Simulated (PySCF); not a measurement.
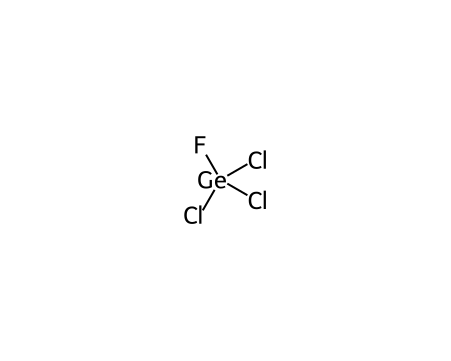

Write the SMILES.

Answer. [F][Ge]([Cl])([Cl])[Cl]

What is the molecular formula?

Answer. GeCl3F.

The parts below concern this one geometry. Atoms keep their numbers from picture to picture. Computed geometry: PBE0-D3(BJ)/def2-SVP optimisation. No frequency run is at hand to confirm it as a minimum.

**Geometry**

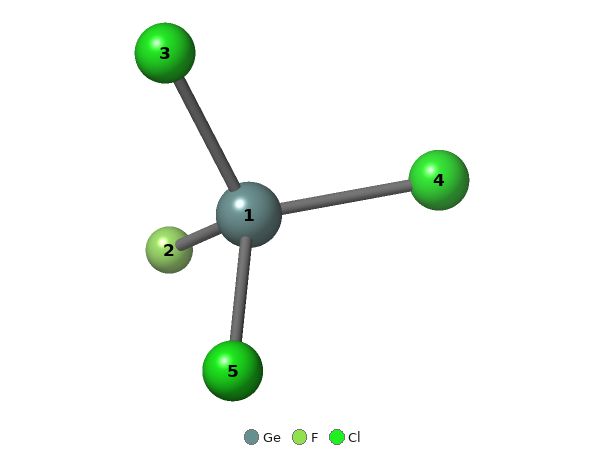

Numbered structure. No frequency run is at hand to confirm it as a minimum.

List the bonds and their lengths.

| bond | length (Å) |
| --- | --- |
| Ge1–F2 | 1.717 |
| Ge1–Cl3 | 2.115 |
| Ge1–Cl4 | 2.117 |
| Ge1–Cl5 | 2.117 |

**Quadrupole coupling**

No frequency run is at hand to confirm it as a minimum. Electric field gradients from the ground-state density, PBE0/pcSseg-1 (pcSseg-2 on Ge) (PySCF 2.14.0), non-relativistic apart from any core potentials.

Give the largest field-gradient component, the quadrupole coupling constant and the asymmetry for 73Ge at Ge1 (Q = −196 mb), 35Cl at Cl3 (Q = −81.7 mb).

```tsv
atom	V_zz (a.u.)	e²qQ/h (MHz)	η
Ge1	0.031	−1.43	0.26
Cl3	2.859	−54.9	0.02
```

**Levels of theory compared**

No frequency run is at hand to confirm it as a minimum. Program: PySCF 2.14.0.

At this fixed geometry, give HOMO energy (eV) at these levels: B3LYP/def2-SVPD; B3LYP/pcSseg-1 (pcSseg-2 on Ge); PBE/pcSseg-1 (pcSseg-2 on Ge); PBE0/pcSseg-1 (pcSseg-2 on Ge).

```
                          level  HOMO energy (eV)
                B3LYP/def2-SVPD             −9.62
B3LYP/pcSseg-1 (pcSseg-2 on Ge)             −9.58
  PBE/pcSseg-1 (pcSseg-2 on Ge)             −8.41
 PBE0/pcSseg-1 (pcSseg-2 on Ge)             −9.91
```

**Polarisability**

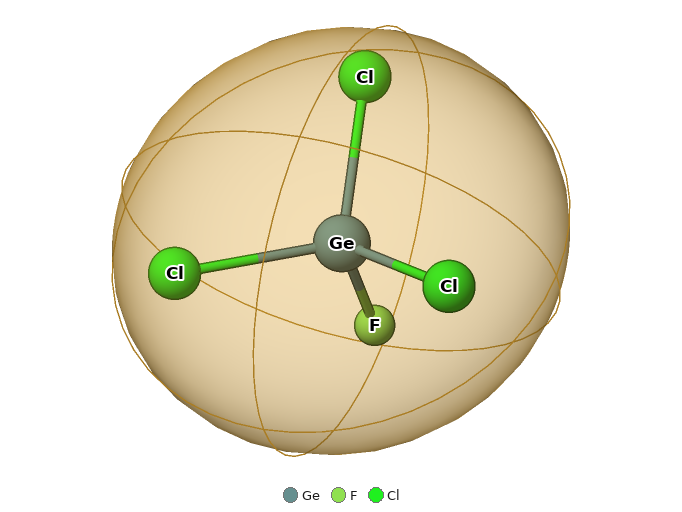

The ellipsoid shows the static dipole polarisability: its half-axes are proportional to the principal values. No frequency run is at hand to confirm it as a minimum. Method: B3LYP/def2-SVPD (PySCF 2.14.0).

How large and how anisotropic is the polarisability?

Answer. Principal values 58.0, 75.2, 75.4 bohr³; mean 69.5 bohr³ (10.31 Å³); anisotropy 17.3 bohr³, so the longest axis is 1.30 times the shortest.
